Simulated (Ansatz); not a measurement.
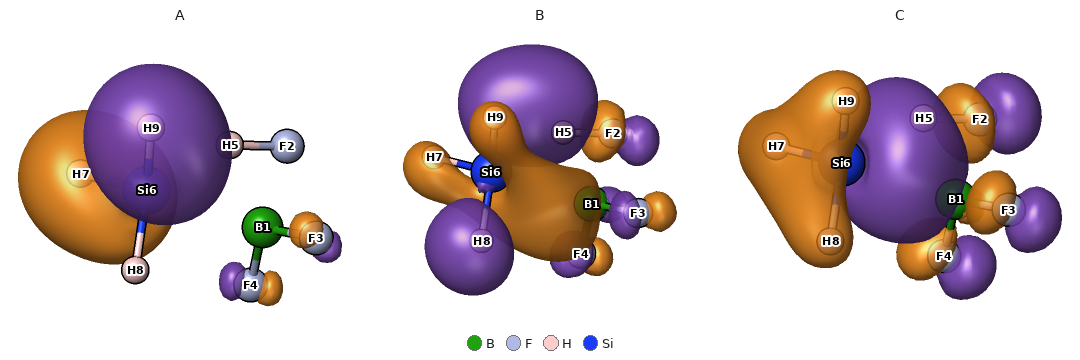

BF2···HF···H3Si. Three frontier orbitals at ±0.1 Å⁻³ᐟ² (orange and purple are the two phases), in no order.

A transition-state structure; geometry: PBE0-D4/def2-TZVP.

The calculation used RKS PBE0-D4/def2-TZVPP in Ansatz.

Input file:

```
crystal:
  periodic: [false, false, false]
  atoms:
    - {symbol: B, position_ang: [-0.418311, 0.409016, -0.930240]}
    - {symbol: F, position_ang: [0.914530, 1.322701, -1.200265]}
    - {symbol: F, position_ang: [-0.494411, -0.490019, -1.906265]}
    - {symbol: F, position_ang: [-1.437859, 1.237023, -0.726027]}
    - {symbol: H, position_ang: [0.909818, 0.696432, -0.284258]}
    - {symbol: Si, position_ang: [0.140124, -0.588237, 0.966884]}
    - {symbol: H, position_ang: [0.308242, 0.280458, 2.159064]}
    - {symbol: H, position_ang: [-1.166072, -1.290239, 1.035299]}
    - {symbol: H, position_ang: [1.244039, -1.577135, 0.885908]}
basis:
  gaussian: {orbitals: def2-TZVPP}
hamiltonian: {xc: pbe0, dispersion: d4}
output: {orbitals: {seedname: orbitals}}
```

Launched as:

```sh
ansatz run in.yaml --threads 4 --pin off --events-out ev --progress --plain --max-ram 9574MiB
```

Which picture is the HOMO−1, the HOMO and the LUMO?

Answer. A is the HOMO−1 (−10.43 eV). By Hirshfeld shares it lies mainly on Si6 (about 45 %), H9 (about 30 %) and H7 (about 25 %). C is the HOMO (−8.79 eV). Its weight (Hirshfeld) is mainly on Si6 (about 35 %), B1 (about 20 %), F2 (about 15 %), H5 (about 10 %), F3 (about 5 %) and F4 (about 5 %). B is the LUMO (−1.09 eV). By Hirshfeld shares it lies mainly on Si6 (about 35 %), H5 (about 20 %), B1 (about 15 %), H8 (about 10 %) and F2 (about 10 %).

What is the HOMO–LUMO gap?

Answer. 7.70 eV between the orbital energies.
